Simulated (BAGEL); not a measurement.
# MgHF (SMILES [F][MgH]) at NEVPT2(10,9)/6-31G(d) (density fitting with qzvpp-jkfit, spherical functions)

Aim: the vertical singlet–triplet gap of MgHF at NEVPT2(10,9)/6-31G* (density fitting with qzvpp-jkfit, spherical functions), from 2 runs. 

The calculation is run with BAGEL 1.2.2.

3 further runs of the same task are left out: 3 set aside as unsound or not needed. Runs told in other sessions of the task aren't counted.

## Step 1: The molecule

The species is MgHF (3 atoms), meant as a singlet with charge 0. SMILES: `[F][MgH]`. Geometry: relaxed at PBE0-D4/def2-TZVP.

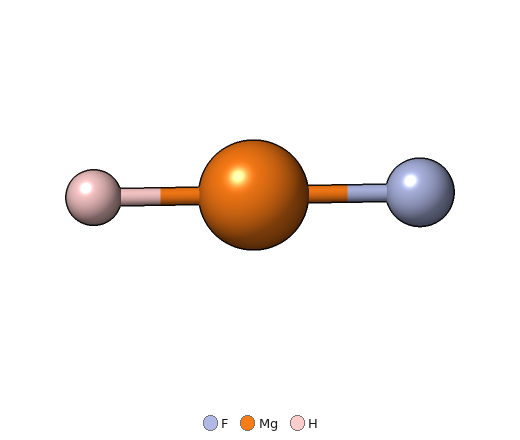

Viewed from a chosen angle; fluorine light blue, magnesium orange, hydrogen pink.

## Step 2: The energy at NEVPT2(10,9)/6-31G(d) (density fitting with qzvpp-jkfit, spherical functions)

File input.json:

```json
{ "bagel" : [

{
  "title" : "molecule",
  "basis" : "6-31gs.json",
  "df_basis" : "qzvpp-jkfit",
  "angstrom" : true,
  "geometry" : [
    { "atom" : "F", "xyz" : [      -1.378600,       0.792200,      -0.675100 ] },
    { "atom" : "Mg", "xyz" : [       0.014500,      -0.032400,       0.004400 ] },
    { "atom" : "H", "xyz" : [       1.353200,      -0.824800,       0.657400 ] }
  ]
},

{
  "title" : "hf"
},

{
  "title" : "casscf",
  "nstate" : 1,
  "nact" : 9,
  "nclosed" : 6,
  "maxiter" : 200,
  "natocc" : true
},

{
  "title" : "nevpt2",
  "nstate" : 1,
  "nact" : 9,
  "nclosed" : 6,
  "maxiter" : 200,
  "natocc" : true,
  "ncore" : 2
},

{
  "title" : "print",
  "file" : "orbitals.molden",
  "orbitals" : true
}

]}
```

The basis set 6-31G* is read from a file made from the Basis Set Exchange's data (not shown).

Started as:

```console
$ BAGEL_NUM_THREADS=1 BAGEL input.json > input.out
```

Log:

```text
* using 1 threads per process

  ===============================================================
  ===============================================================

  *** Geometry ***

  { "atom" : "F", "xyz" : [     -2.605176,      1.497041,     -1.275754 ] },
  { "atom" : "Mg", "xyz" : [      0.027401,     -0.061227,      0.008315 ] },
  { "atom" : "H", "xyz" : [      2.557177,     -1.558646,      1.242306 ] },

  Number of auxiliary basis functions:      207

  Since a DF basis is specified, we compute 2- and 3-index integrals:
    o Being stored without compression. Storage requirement is 0.002 GB

  Number of basis functions:       34
  Number of electrons      :       22

    * METHOD: MOLECULE                             0.03

  *** RHF ***

  === Nuclear Repulsion ===
    37.6993298910

      * DIIS with orbital gradients will be used.

  === RHF iteration (6-31gs.json) ===
      0       -299.49760075          0.04011185           0.00
      1       -299.59127903          0.02867113           0.00
      2       -299.65807019          0.00193579           0.00
      3       -299.65878401          0.00029071           0.00
      4       -299.65880015          0.00002437           0.00
      5       -299.65880034          0.00000375           0.00
      6       -299.65880035          0.00000074           0.00
      7       -299.65880035          0.00000010           0.00
      8       -299.65880035          0.00000003           0.00
      9       -299.65880035          0.00000001           0.00
     10       -299.65880035          0.00000000           0.00
    * SCF iteration converged.

    * Permanent dipole moment:
           (   -0.396998,     0.234990,    -0.193604) a.u.

    * METHOD: HF                                   0.08

  ---------------------------
      CASSCF calculation
  ---------------------------

    * nstate   :      1
    * nclosed  :      6
    * nact     :      9
    * nvirt    :     19
  === CASSCF iteration (6-31gs.json) ===

    * Using the second-order algorithm

      0  0      -299.66243923     1.26e-03      0.18

      1  0      -299.68827861     7.04e-03      0.16

      2  0      -299.74811318     5.43e-03      0.17

      3  0      -299.76871612     1.47e-03      0.17

      4  0      -299.77088200     7.46e-04      0.18

      5  0      -299.77128896     5.19e-04      0.18

      6  0      -299.77148430     4.01e-04      0.17

      7  0      -299.77158571     3.19e-04      0.17

      8  0      -299.77163842     2.47e-04      0.17

      9  0      -299.77166546     1.84e-04      0.17

     10  0      -299.77167922     1.33e-04      0.17

     11  0      -299.77168623     9.41e-05      0.16

     12  0      -299.77168981     6.62e-05      0.16

     13  0      -299.77169166     4.65e-05      0.17

     14  0      -299.77169261     3.28e-05      0.17

     15  0      -299.77169311     2.32e-05      0.16

     16  0      -299.77169338     1.65e-05      0.16

     17  0      -299.77169351     1.18e-05      0.17

     18  0      -299.77169358     8.52e-06      0.17

     19  0      -299.77169362     6.14e-06      0.17

     20  0      -299.77169364     4.44e-06      0.17

     21  0      -299.77169365     3.21e-06      0.17

     22  0      -299.77169366     2.33e-06      0.16

     23  0      -299.77169366     1.69e-06      0.16

     24  0      -299.77169366     1.23e-06      0.17

     25  0      -299.77169366     8.90e-07      0.17

     26  0      -299.77169366     6.47e-07      0.17

     27  0      -299.77169367     4.70e-07      0.17

     28  0      -299.77169367     3.42e-07      0.16

     29  0      -299.77169367     2.49e-07      0.16

     30  0      -299.77169367     1.81e-07      0.17

     31  0      -299.77169367     1.31e-07      0.16

     32  0      -299.77169367     9.56e-08      0.16

     33  0      -299.77169367     6.95e-08      0.16

     34  0      -299.77169367     5.06e-08      0.16

     35  0      -299.77169367     3.68e-08      0.16

     36  0      -299.77169367     2.67e-08      0.16

     37  0      -299.77169367     1.94e-08      0.16

     38  0      -299.77169367     1.41e-08      0.16

     39  0      -299.77169367     1.03e-08      0.16

     40  0      -299.77169367     7.50e-09      0.16

    * Second-order optimization converged. *

     guess   0:   closed 11111....            open .........

  === FCI iteration ===

      0  0      -299.65674408     4.82e-03      0.01
      1  0      -299.76259408     1.49e-03      0.01
      2  0      -299.77071669     4.76e-04      0.01
      3  0      -299.77160012     1.52e-04      0.01
      4  0      -299.77168773     4.38e-05      0.01
      5  0      -299.77169315     1.18e-05      0.01
      6  0      -299.77169363     3.19e-06      0.01
      7  0      -299.77169366     7.33e-07      0.01
      8  0      -299.77169367     2.63e-07      0.01
      9  0      -299.77169367     8.48e-08      0.01
     10  0      -299.77169367     2.72e-08      0.01
     11  0      -299.77169367     8.25e-09      0.01
     12  0      -299.77169367     2.53e-09      0.01
     13  0      -299.77169367     7.03e-10      0.01
     14  0      -299.77169367     1.92e-10      0.01
     15  0 *    -299.77169367     5.08e-11      0.01

     * ci vector, state   0, <S^2> = 0.0000
       22222....    -0.9779301139
       2222.2...     0.1155531772
       22.22..2.     0.0570675283
       222.2.2..     0.0570675275

    * METHOD: CASSCF                               6.94

    * freezing 2 orbitals

  === DF-NEVPT2 calculation ===

    * 3-index integral transformation done
    * assembly done

      NEVPT2 correlation energy:   -0.0847167540      0.04

          (+0)     -0.0013337428
          (+0)'    -0.0003516653
          (+1)     -0.0008719621
          (+1)'    -0.0000216646
          (+2)     -0.0001486111
          (-1)     -0.0005449034
          (-1)'    -0.0303841370
          (-2)     -0.0510600676

      NEVPT2 total energy:       -299.8564104194

    * METHOD: NEVPT2                              30.32

    * METHOD: PRINT                                0.00

  ===============================================================
```

Wall time 38 s (1 thread of Arm Neoverse V1, shared host); peak memory 1.5 GiB.

## Step 3: The triplet at the same level

File nevpt2.json:

```json
{ "bagel" : [

{
  "title" : "molecule",
  "basis" : "6-31gs.json",
  "df_basis" : "qzvpp-jkfit",
  "angstrom" : true,
  "geometry" : [
    { "atom" : "F", "xyz" : [   -1.378600,    0.792200,   -0.675100 ] },
    { "atom" : "Mg", "xyz" : [    0.014500,   -0.032400,    0.004400 ] },
    { "atom" : "H", "xyz" : [    1.353200,   -0.824800,    0.657400 ] }
  ]
},
{ "title" : "hf" },
{ "title" : "casscf", "nstate" : 1, "nact" : 9, "nclosed" : 6, "nspin" : 2, "maxiter" : 200, "natocc" : true },
{ "title" : "nevpt2", "nstate" : 1, "nact" : 9, "nclosed" : 6, "nspin" : 2, "maxiter" : 200, "natocc" : true, "ncore" : 2 },
{ "title" : "print", "file" : "orbitals.molden", "orbitals" : true }

]}
```

The basis set 6-31G* is read from a file made from the Basis Set Exchange's data (not shown).

Started as:

```console
$ BAGEL_NUM_THREADS=1 BAGEL nevpt2.json > nevpt2.out
```

Log:

```text
* using 1 threads per process

  ===============================================================
  ===============================================================

  *** Geometry ***

  { "atom" : "F", "xyz" : [     -2.605176,      1.497041,     -1.275754 ] },
  { "atom" : "Mg", "xyz" : [      0.027401,     -0.061227,      0.008315 ] },
  { "atom" : "H", "xyz" : [      2.557177,     -1.558646,      1.242306 ] },

  Number of auxiliary basis functions:      207

  Since a DF basis is specified, we compute 2- and 3-index integrals:
    o Being stored without compression. Storage requirement is 0.002 GB

  Number of basis functions:       34
  Number of electrons      :       22

    * METHOD: MOLECULE                             0.03

  *** RHF ***

  === Nuclear Repulsion ===
    37.6993298910

      * DIIS with orbital gradients will be used.

  === RHF iteration (6-31gs.json) ===
      0       -299.49760075          0.04011185           0.00
      1       -299.59127903          0.02867113           0.00
      2       -299.65807019          0.00193579           0.00
      3       -299.65878401          0.00029071           0.00
      4       -299.65880015          0.00002437           0.00
      5       -299.65880034          0.00000375           0.00
      6       -299.65880035          0.00000074           0.00
      7       -299.65880035          0.00000010           0.00
      8       -299.65880035          0.00000003           0.00
      9       -299.65880035          0.00000001           0.00
     10       -299.65880035          0.00000000           0.00
    * SCF iteration converged.

    * Permanent dipole moment:
           (   -0.396998,     0.234990,    -0.193604) a.u.

    * METHOD: HF                                   0.08

  ---------------------------
      CASSCF calculation
  ---------------------------

    * nstate   :      1
    * nclosed  :      6
    * nact     :      9
    * nvirt    :     19
  === CASSCF iteration (6-31gs.json) ===

    * Using the second-order algorithm

      0  0      -299.42916709     1.79e-02      0.15

      1  0      -299.47971684     1.69e-03      0.11

      2  0      -299.52325401     6.28e-03      0.13

      3  0      -299.55356662     2.50e-03      0.13

      4  0      -299.56385630     1.52e-03      0.13

      5  0      -299.56884702     1.56e-03      0.13

      6  0      -299.57164037     1.37e-03      0.13

      7  0      -299.57285173     1.02e-03      0.13

      8  0      -299.57336446     7.03e-04      0.14

      9  0      -299.57359593     4.76e-04      0.13

     10  0      -299.57370767     3.26e-04      0.13

     11  0      -299.57376449     2.27e-04      0.13

     12  0      -299.57379450     1.62e-04      0.14

     13  0      -299.57381082     1.18e-04      0.13

     14  0      -299.57381987     8.67e-05      0.13

     15  0      -299.57382497     6.45e-05      0.13

     16  0      -299.57382788     4.84e-05      0.14

     17  0      -299.57382956     3.66e-05      0.13

     18  0      -299.57383053     2.77e-05      0.14

     19  0      -299.57383109     2.11e-05      0.14

     20  0      -299.57383142     1.61e-05      0.13

     21  0      -299.57383162     1.23e-05      0.13

     22  0      -299.57383173     9.43e-06      0.13

     23  0      -299.57383180     7.23e-06      0.13

     24  0      -299.57383184     5.54e-06      0.13

     25  0      -299.57383186     4.26e-06      0.13

     26  0      -299.57383187     3.27e-06      0.13

     27  0      -299.57383188     2.51e-06      0.13

     28  0      -299.57383189     1.93e-06      0.13

     29  0      -299.57383189     1.48e-06      0.13

     30  0      -299.57383189     1.14e-06      0.13

     31  0      -299.57383189     8.78e-07      0.13

     32  0      -299.57383189     6.75e-07      0.13

     33  0      -299.57383189     5.19e-07      0.13

     34  0      -299.57383189     4.00e-07      0.13

     35  0      -299.57383189     3.07e-07      0.13

     36  0      -299.57383189     2.37e-07      0.13

     37  0      -299.57383189     1.82e-07      0.14

     38  0      -299.57383189     1.40e-07      0.13

     39  0      -299.57383189     1.08e-07      0.13

     40  0      -299.57383189     8.28e-08      0.13

     41  0      -299.57383189     6.37e-08      0.13

     42  0      -299.57383189     4.90e-08      0.13

     43  0      -299.57383189     3.77e-08      0.13

     44  0      -299.57383189     2.90e-08      0.13

     45  0      -299.57383189     2.23e-08      0.13

     46  0      -299.57383189     1.72e-08      0.13

     47  0      -299.57383189     1.32e-08      0.13

     48  0      -299.57383189     1.02e-08      0.12

     49  0      -299.57383189     7.83e-09      0.12

    * Second-order optimization converged. *

     guess   0:   closed 1111.....            open ....11...

  === FCI iteration ===

      0  0      -299.47429140     5.78e-03      0.00
      1  0      -299.56820121     1.63e-03      0.00
      2  0      -299.57332144     4.64e-04      0.00
      3  0      -299.57379259     1.28e-04      0.00
      4  0      -299.57382661     3.88e-05      0.00
      5  0      -299.57383059     1.35e-05      0.00
      6  0      -299.57383153     8.46e-06      0.00
      7  0      -299.57383185     4.29e-06      0.00
      8  0      -299.57383189     1.33e-06      0.00
      9  0      -299.57383189     4.42e-07      0.00
     10  0      -299.57383189     1.68e-07      0.00
     11  0      -299.57383189     5.06e-08      0.00
     12  0      -299.57383189     1.59e-08      0.00
     13  0      -299.57383189     4.24e-09      0.00
     14  0      -299.57383189     1.24e-09      0.00
     15  0      -299.57383189     4.10e-10      0.00
     16  0      -299.57383189     1.44e-10      0.00
     17  0 *    -299.57383189     4.43e-11      0.00

     * ci vector, state   0, <S^2> = 2.0000
       2222aa...     0.9855987477
       22.2aa.2.    -0.0585839920
       222.aa2..    -0.0585839920
       2.22aa..2    -0.0514192640

    * METHOD: CASSCF                               6.65

    * freezing 2 orbitals

  === DF-NEVPT2 calculation ===

    * 3-index integral transformation done
    * assembly done

      NEVPT2 correlation energy:   -0.0840252367      0.03

          (+0)     -0.0015117292
          (+0)'    -0.0003514312
          (+1)     -0.0008550649
          (+1)'    -0.0000276950
          (+2)     -0.0001192397
          (-1)     -0.0006100378
          (-1)'    -0.0326701952
          (-2)     -0.0478798436

      NEVPT2 total energy:       -299.6578571311

    * METHOD: NEVPT2                              26.07

    * METHOD: PRINT                                0.00

  ===============================================================
```

Run time: 33 s. Hardware: 1 thread of Arm Neoverse V1, shared host; peak memory 1.4 GiB.

## Step 4: Summary of results

Level: NEVPT2(10,9)/6-31G* (density fitting with qzvpp-jkfit, spherical functions), 2 core orbitals frozen.

| quantity | value |
| --- | --- |
| singlet: total energy | -299.85641 Eh |
| triplet: total energy | -299.65786 Eh |
| vertical energy of the triplet above the singlet | 5.403 eV |

**Reading.** At this shape the triplet lies 5.40 eV (521 kJ/mol) above the singlet.
